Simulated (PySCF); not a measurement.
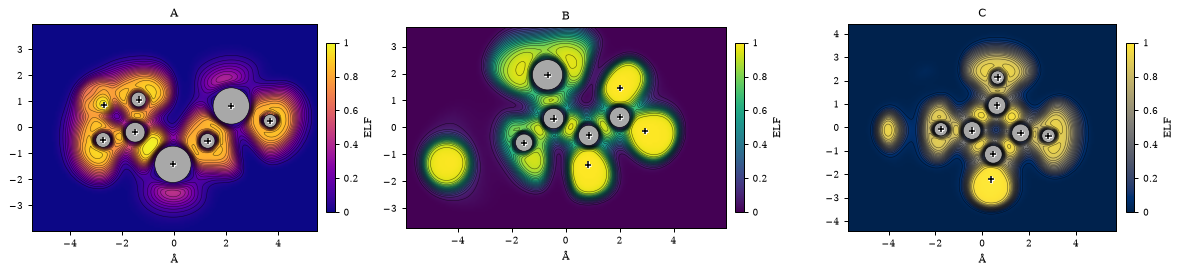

The electron localisation function of 3 systems, each on a plane through atoms (crosses mark nuclei in the plane; grey discs cover the cores).

Level of theory: PySCF, PBE0/pcSseg-1, SCF density, gas phase, non-relativistic.

System 1: C₆H₆O₃, the plane of atoms C6, C8 and O9. Geometry: GFN2-xTB.

| atom | x (Å) | y (Å) | z (Å) |
| --- | --- | --- | --- |
| C | -1.5470 | -0.1348 | -1.3226 |
| C | -1.6739 | -0.3524 | 0.1774 |
| O | -0.5117 | -0.9691 | 0.7411 |
| C | 0.6371 | -0.2967 | 0.6860 |
| C | 1.2647 | 0.5722 | 1.5276 |
| C | 2.4574 | 0.7007 | 0.6593 |
| O | 3.4702 | 1.3326 | 0.6767 |
| C | 1.7771 | -0.3071 | -0.3023 |
| O | 2.0235 | -0.8479 | -1.3365 |
| H | -0.7845 | 0.6094 | -1.5448 |
| H | -2.4976 | 0.2094 | -1.7202 |
| H | -1.2740 | -1.0654 | -1.8137 |
| H | -1.8671 | 0.5968 | 0.6943 |
| H | -2.4780 | -1.0550 | 0.4031 |
| H | 1.0036 | 1.0074 | 2.4746 |

System 2: C₆H₉NS (SMILES C=CC(=S)N(C)C=C), the plane of atoms C2, C3 and S4. Geometry: GFN2-xTB.

```xyz
17

C    -3.1511   -0.5930   -0.0031
C    -1.9007   -0.3696    0.4025
C    -0.8116   -0.0305   -0.4843
S    -0.9802    0.1376   -2.1047
N     0.4395    0.1603    0.1490
C     0.8803    1.5382    0.2178
C     1.3834   -0.8392   -0.0346
C     2.7012   -0.7124    0.0522
H    -3.4127   -0.5255   -1.0467
H    -3.9361   -0.8465    0.6874
H    -1.6314   -0.4388    1.4485
H     0.0169    2.1709    0.4216
H     1.3529    1.8699   -0.7137
H     1.5908    1.6377    1.0373
H     0.9331   -1.8070   -0.2151
H     3.1952    0.2262    0.2222
H     3.3305   -1.5782   -0.0362
```

System 3: CH₅FO₃Si₂, the plane of atoms O3, C2 and Si4. Geometry: GFN2-xTB; at this geometry the atoms fall into two loosely joined parts.

```yaml
atoms:
  - { symbol: O, position_ang: [1.4497, 1.1598, 0.6338] }
  - { symbol: C, position_ang: [1.7041, 0.2209, -0.1792] }
  - { symbol: O, position_ang: [2.9406, 0.2139, -0.4447] }
  - { symbol: Si, position_ang: [0.3991, -0.9772, -0.8742] }
  - { symbol: O, position_ang: [-0.9990, -0.5265, -0.2156] }
  - { symbol: Si, position_ang: [-2.0223, 0.3381, 0.6983] }
  - { symbol: F, position_ang: [-3.4359, -0.3650, 0.4243] }
  - { symbol: H, position_ang: [2.7747, 1.2377, 0.4185] }
  - { symbol: H, position_ang: [0.7104, -2.3245, -0.4116] }
  - { symbol: H, position_ang: [0.3100, -0.7832, -2.3166] }
  - { symbol: H, position_ang: [-2.1169, 1.6828, 0.1706] }
  - { symbol: H, position_ang: [-1.7144, 0.1231, 2.0963] }
```

> Which map belongs to which system?

Panel A is system 3, CH₅FO₃Si₂: the plane holds O, C, Si, F and H. C–O (1.26 Å): the ELF peaks at about 0.90 between the atoms; a polar covalent bond. Panel B is system 2, C₆H₉NS: the plane holds C, S, N and H. C–C (1.33 Å): the ELF peaks at about 0.95 between the atoms: a multiple bond. Panel C is system 1, C₆H₆O₃: the plane holds O, C and H. C–O (1.19 Å): the ELF peaks at about 0.85 between the atoms; a short, multiple covalent bond.
